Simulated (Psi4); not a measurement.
# A workflow on SiH2S (SMILES [SiH]S)

Aim: a geometry optimisation (singlet SiH2S, B3LYP-D3(BJ)/cc-pVDZ), then a single-point energy (doublet SiH2S+, UB3LYP-D3(BJ)/cc-pVDZ), then a structure relaxation (doublet SiH2S+, UB3LYP-D3(BJ)/cc-pVDZ), then the energy (singlet SiH2S, B3LYP-D3(BJ)/cc-pVDZ) of H2SSi. 

The results are computed with Psi4 1.11.

## (1) Starting point

SiH2S has 4 atoms, charge 0, and is taken as a singlet. SMILES: `[SiH]S`. The coordinates come from a PBE0-D4/def2-TZVP relaxation. The run starts from this shape.

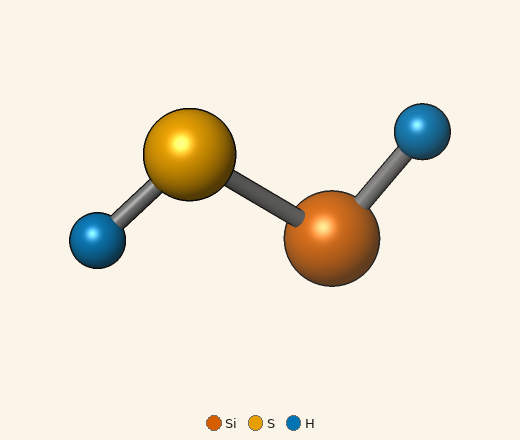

The structure, seen from a chosen angle (silicon orange, sulfur amber, hydrogen blue).

## (2) A geometry optimisation at B3LYP-D3(BJ)/cc-pVDZ (density fitting) (run 1)

File job.in:

```
memory 1.6 GB

molecule system {
  0 1
  Si    -0.262800    -1.074400     0.161100
  S      0.190500     0.958800    -0.206600
  H      1.017500    -1.190800     0.981400
  H     -0.889700     1.246000    -0.956200
  symmetry c1
}

set {
  basis cc-pVDZ
}

optimize('b3lyp-d3(bj)')
```

Launch:

```sh
psi4 -i job.in -o job.out -n 1
```

job.out:

```text
[...]
  Running in c1 symmetry.
[...]
  Nuclear repulsion =   73.393077937262504
[...]
  Multiplicity = 1
[...]
  Nalpha       = 16
  Nbeta        = 16
[...]
    Number of basis functions: 46
[...]
   @DF-RKS iter   1:  -688.86187490843633   -2.51011e-01   5.69318e-03 ADIIS/DIIS
[...]
   @DF-RKS iter   7:  -688.91054768146307   -1.13687e-12   4.32527e-09 DIIS
[...]
  @DF-RKS Final Energy:  -688.91054768146307
   => Energetics <=
    Nuclear Repulsion Energy =             71.9906285827349137
    One-Electron Energy =               -1095.5383777517181443
    Two-Electron Energy =                 372.7574361632349564
    DFT Exchange-Correlation Energy =     -38.1146951305246020
    Empirical Dispersion Energy =          -0.0055395451902658
    VV10 Nonlocal Energy =                  0.0000000000000000
    Total Energy =                       -688.9105476814631857
[...]
  -Total Gradient:
     Atom            X                  Y                   Z
    ------   -----------------  -----------------  -----------------
       1       -0.000007479084    -0.000033055784     0.000006816114
       2       -0.000000721761     0.000013515000    -0.000003466887
       3        0.000007965083     0.000001830897     0.000003277842
       4        0.000011590752     0.000009475868     0.000002921248
[...]
    Final optimized geometry and variables:
    Molecular point group: c1
    Full point group: C1
    Geometry (in Angstrom), charge = 0, multiplicity = 1:
    SI          -0.245147034194    -1.108388185352     0.201503953332
    S            0.209440247947     0.969197703356    -0.179203816108
    H            1.046816884915    -1.228102910618     1.028802683762
    H           -0.885854370109     1.249968689891    -0.937461566411
    Psi4 run time: 0:00:22.29
[...]
```

The script printed:

```text
Optimizer: Optimization complete!
```

It took 24 s on 1 thread of Intel Xeon Platinum 8488C (Sapphire Rapids), shared host; peak memory 0.41 GiB.

The path in brief:

```tsv
step	energy from the first frame kept (eV)	largest force (eV/Å)
0	0.0000	0.7179
1	-0.0181	0.2432
2	-0.0185	0.0838
3	-0.0153	0.1952
4	-0.0202	0.0204
5	-0.0202	0.0018
```

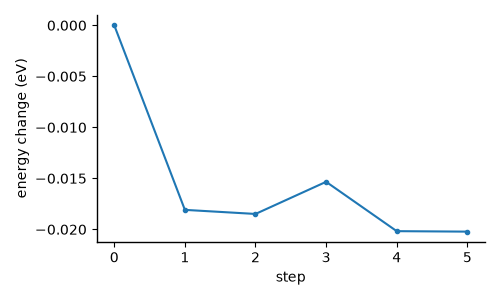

Energy along the run.

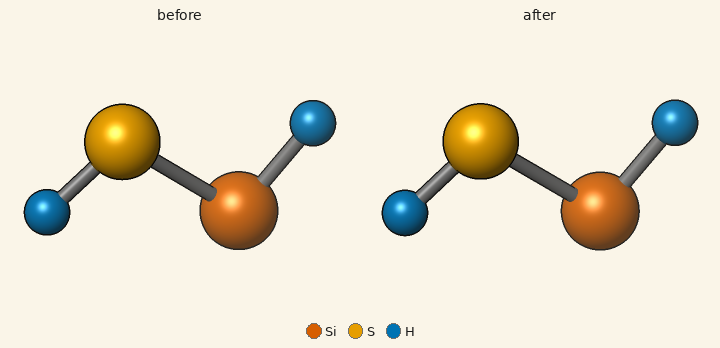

Before and after, at one scale.

After the run. Bond lengths: Si1–S2 2.161 Å, Si1–H3 1.539 Å, S2–H4 1.361 Å. Angles: Si1–S2–H4 97.3°, S2–Si1–H3 89.6°.

## (3) The doublet cation: a single-point energy at UB3LYP-D3(BJ)/cc-pVDZ (density fitting) (run 2)

File job.inp:

```
memory 1600 mb

molecule m {
  1 2
  Si    -0.49780866    -2.07466417     0.31756848
  S      0.36123627     1.85140437    -0.40186538
  H      1.94364946    -2.30089273     1.88093701
  H     -1.70857131     2.38198466    -1.83476344
  units au
  symmetry c1
}

set {
  reference uks
}

result = energy('b3lyp-d3bj2b/cc-pVDZ')
```

Launch:

```sh
psi4 -i job.inp -o job.out -n 1
```

job.out:

```text
[...]
  Running in c1 symmetry.
[...]
  Nuclear repulsion =   71.990625253030970
[...]
  Multiplicity = 2
[...]
  Nalpha       = 16
  Nbeta        = 15
[...]
    Number of basis functions: 46
[...]
   @DF-UKS iter   1:  -688.53306326442089    3.26484e-02   5.01047e-03 DIIS/ADIIS
[...]
   @DF-UKS iter  10:  -688.57348533094137   -6.37999e-09   2.93982e-07 DIIS
[...]
   @S^2 Observed:                7.556812526E-01
[...]
  @DF-UKS Final Energy:  -688.57348533094137
   => Energetics <=
    Nuclear Repulsion Energy =             71.9906252530309700
    One-Electron Energy =               -1086.9693530548288436
    Two-Electron Energy =                 364.2799701915130299
    DFT Exchange-Correlation Energy =     -37.8691881756209341
    Empirical Dispersion Energy =          -0.0055395450356682
    VV10 Nonlocal Energy =                  0.0000000000000000
    Total Energy =                       -688.5734853309413666
[...]
 Multipole Moments:
 ------------------------------------------------------------------------------------
     Multipole            Electronic (a.u.)      Nuclear  (a.u.)        Total (a.u.)
 ------------------------------------------------------------------------------------
 L = 1.  Multiply by 2.5417464519 to convert [e a0] to [Debye]
 Dipole X            :         -0.7243045            0.1510796           -0.5732249
 Dipole Y            :         -1.0794318            0.0219101           -1.0575217
 Dipole Z            :         -0.1003918            0.0852945           -0.0150973
 Magnitude           :                                                    1.2029825
[...]
```

Wall time 6.9 s (1 thread of Intel Xeon Platinum 8488C (Sapphire Rapids), shared host); peak memory 0.35 GiB.

## (4) The doublet cation: a geometry optimisation at UB3LYP-D3(BJ)/cc-pVDZ (density fitting) (run 3)

File h2ssi.xyz:

```xyz
4
H2SSi
Si    -0.263429    -1.097865     0.168050
S      0.191158     0.979721    -0.212658
H      1.028535    -1.217580     0.995349
H     -0.904137     1.260492    -0.970915
```

File run.py:

```python
import psi4

psi4.set_memory('1600 MB')
psi4.set_num_threads(1)
psi4.set_output_file('h2ssi.out', False)

with open('h2ssi.xyz') as f:
    atoms = ''.join(f.readlines()[2:])
mol = psi4.geometry('1 2\n' + atoms + 'symmetry c1')

psi4.set_options({
    'basis': 'cc-pVDZ',
    'reference': 'uks',
})

result, w = psi4.optimize("b3lyp-d3bj2b", molecule=mol, return_wfn=True)
print('E =', round(result, 9))
print(mol.to_string(dtype='xyz', units='Angstrom'))
```

Launch:

```sh
python run.py
```

h2ssi.out:

```text
[...]
  Running in c1 symmetry.
[...]
  Nuclear repulsion =   71.990625227404706
[...]
  Multiplicity = 2
[...]
  Nalpha       = 16
  Nbeta        = 15
[...]
    Number of basis functions: 46
[...]
   @DF-UKS iter   1:  -688.53306326440770    3.26484e-02   5.01047e-03 DIIS/ADIIS
[...]
   @DF-UKS iter   7:  -688.58715740305479   -5.34328e-12   7.30293e-09 DIIS
[...]
   @S^2 Observed:                7.541642651E-01
[...]
  @DF-UKS Final Energy:  -688.58715740305479
   => Energetics <=
    Nuclear Repulsion Energy =             74.1201929958270256
    One-Electron Energy =               -1091.1373668757064479
    Two-Electron Energy =                 366.3295033111557473
    DFT Exchange-Correlation Energy =     -37.8940317726837179
    Empirical Dispersion Energy =          -0.0054550616473899
    VV10 Nonlocal Energy =                  0.0000000000000000
    Total Energy =                       -688.5871574030547890
[...]
  -Total Gradient:
     Atom            X                  Y                   Z
    ------   -----------------  -----------------  -----------------
       1       -0.000008461692    -0.000008599075    -0.000001713283
       2        0.000012894265     0.000000359009     0.000008165480
       3        0.000001669343     0.000006692197    -0.000001682225
       4        0.000001066645    -0.000007599724     0.000002510233
[...]
    Final optimized geometry and variables:
    Molecular point group: c1
    Full point group: C1
    Geometry (in Angstrom), charge = 1, multiplicity = 2:
    SI          -0.137011707579    -1.056485991466     0.251366323468
    S            0.121823535145     0.942346066738    -0.224442677769
    H            0.960595981073    -1.638210133998     1.106135993398
    H           -1.021900530076     1.071123060103    -0.963809598765
[...]
```

Standard output:

```text
Optimizer: Optimization complete!
E = -688.587157403
4
1 2 H2SSi
Si                   -0.137011707579    -1.056485991466     0.251366323468
S                     0.121823535145     0.942346066738    -0.224442677769
H                     0.960595981073    -1.638210133998     1.106135993398
H                    -1.021900530076     1.071123060103    -0.963809598765
```

Run time: 44 s. Hardware: 1 thread of Intel Xeon Platinum 8488C (Sapphire Rapids), shared host; peak memory 0.41 GiB.

Steps, from the record of the run:

```tsv
step	energy from the first frame kept (eV)	largest force (eV/Å)
0	0.0000	2.4135
1	-0.3250	0.8339
2	-0.3679	0.1604
3	-0.3716	0.0917
4	-0.3719	0.0144
5	-0.3662	0.1276
6	-0.3720	0.0050
7	-0.3720	0.0008
```

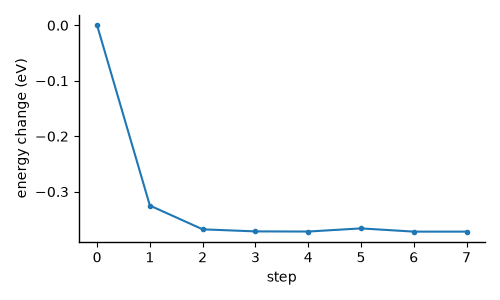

Energy along the run.

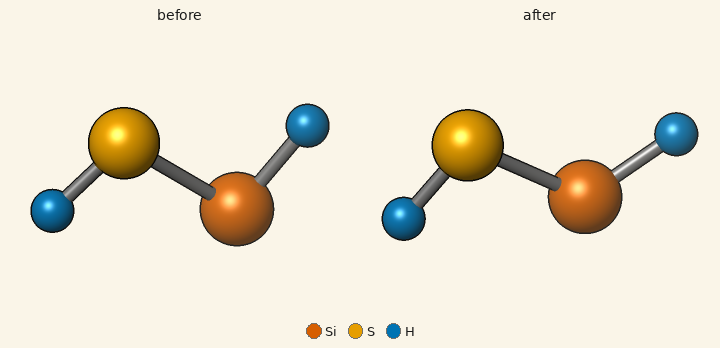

Before and after, at one scale.

After the run. Bond lengths: Si1–S2 2.071 Å, Si1–H3 1.508 Å, S2–H4 1.368 Å. Angles: Si1–S2–H4 96.3°, S2–Si1–H3 114.3°.

## (5) A single-point energy at B3LYP-D3(BJ)/cc-pVDZ (density fitting) (run 4)

File job.py:

```python
import psi4

psi4.set_memory('1600 MB')
psi4.set_num_threads(1)
psi4.core.set_output_file('run.log', False)

geom = psi4.geometry("""
0 1
Si
S 1 2.070922
H 1 1.507905 2 114.30641
H 2 1.367974 1 96.34663 3 179.99741
symmetry c1
""")

psi4.set_options({
    'basis': 'cc-pVDZ',
})

result = psi4.energy("b3lyp-d3bj")
print('E =', round(result, 9))
```

Launch:

```sh
python job.py
```

run.log:

```text
[...]
  Running in c1 symmetry.
[...]
  Nuclear repulsion =   74.120200759578353
[...]
  Multiplicity = 1
[...]
  Nalpha       = 16
  Nbeta        = 16
[...]
    Number of basis functions: 46
[...]
   @DF-RKS iter   1:  -688.84674869649314   -2.15334e-01   5.54200e-03 DIIS/ADIIS
[...]
   @DF-RKS iter   8:  -688.89310584939290   -5.07225e-09   1.93372e-07 DIIS
[...]
  @DF-RKS Final Energy:  -688.89310584939290
   => Energetics <=
    Nuclear Repulsion Energy =             74.1202007595783527
    One-Electron Energy =               -1099.6481298999010505
    Two-Electron Energy =                 374.7741177781292663
    DFT Exchange-Correlation Energy =     -38.1338394254718267
    Empirical Dispersion Energy =          -0.0054550617276712
    VV10 Nonlocal Energy =                  0.0000000000000000
    Total Energy =                       -688.8931058493927821
[...]
 Multipole Moments:
 ------------------------------------------------------------------------------------
     Multipole            Electronic (a.u.)      Nuclear  (a.u.)        Total (a.u.)
 ------------------------------------------------------------------------------------
 L = 1.  Multiply by 2.5417464519 to convert [e a0] to [Debye]
 Dipole X            :          0.0000487           -0.0000557           -0.0000070
 Dipole Y            :         -0.0862490            0.0132757           -0.0729733
 Dipole Z            :          0.7978134           -0.5490581            0.2487554
 Magnitude           :                                                    0.2592380
[...]
```

Standard output:

```text
E = -688.893105849
```

Run time: 6 s. Hardware: 1 thread of Intel Xeon Platinum 8488C (Sapphire Rapids), shared host; peak memory 0.35 GiB.

## (6) What came out

| quantity | value |
| --- | --- |
| run 1, B3LYP-D3(BJ)/cc-pVDZ: total energy at the end | -688.91055 Eh |
| run 1, B3LYP-D3(BJ)/cc-pVDZ: dipole moment | 0.75 D |
| run 1, B3LYP-D3(BJ)/cc-pVDZ: HOMO energy | -6.65 eV |
| run 1, B3LYP-D3(BJ)/cc-pVDZ: LUMO energy | -2.64 eV |
| run 1, B3LYP-D3(BJ)/cc-pVDZ: HOMO–LUMO gap | 4.01 eV |
| run 1, B3LYP-D3(BJ)/cc-pVDZ: dispersion energy | -14.54 kJ/mol |
| doublet cation, run 2: total energy | -688.57349 Eh |
| doublet cation, run 2: HOMO energy (highest over α and β) | -14.20 eV |
| doublet cation, run 2: LUMO energy (lowest over α and β) | -11.65 eV |
| doublet cation, run 2: dispersion energy | -14.54 kJ/mol |
| doublet cation, run 2: ⟨S²⟩ | 0.756 |
| doublet cation, run 3: total energy at the end | -688.58716 Eh |
| doublet cation, run 3: HOMO energy (highest over α and β) | -13.79 eV |
| doublet cation, run 3: LUMO energy (lowest over α and β) | -10.79 eV |
| doublet cation, run 3: dispersion energy | -14.32 kJ/mol |
| doublet cation, run 3: ⟨S²⟩ | 0.754 |
| run 4, B3LYP-D3(BJ)/cc-pVDZ: total energy | -688.89311 Eh |
| run 4, B3LYP-D3(BJ)/cc-pVDZ: dipole moment | 0.66 D |
| run 4, B3LYP-D3(BJ)/cc-pVDZ: HOMO energy | -5.80 eV |
| run 4, B3LYP-D3(BJ)/cc-pVDZ: LUMO energy | -2.47 eV |
| run 4, B3LYP-D3(BJ)/cc-pVDZ: HOMO–LUMO gap | 3.33 eV |
| run 4, B3LYP-D3(BJ)/cc-pVDZ: dispersion energy | -14.32 kJ/mol |
| adiabatic ionisation energy (to the doublet cation, no zero-point term) | 8.800 eV |

What this shows: The adiabatic ionisation energy (to the doublet cation, no zero-point term) is 8.80 eV (203 kcal/mol). The optimisation (run 1, B3LYP-D3(BJ)/cc-pVDZ) took 6 steps and changed the energy by -0.020 eV. The optimisation (doublet cation, run 3) took 8 steps and changed the energy by -0.372 eV.
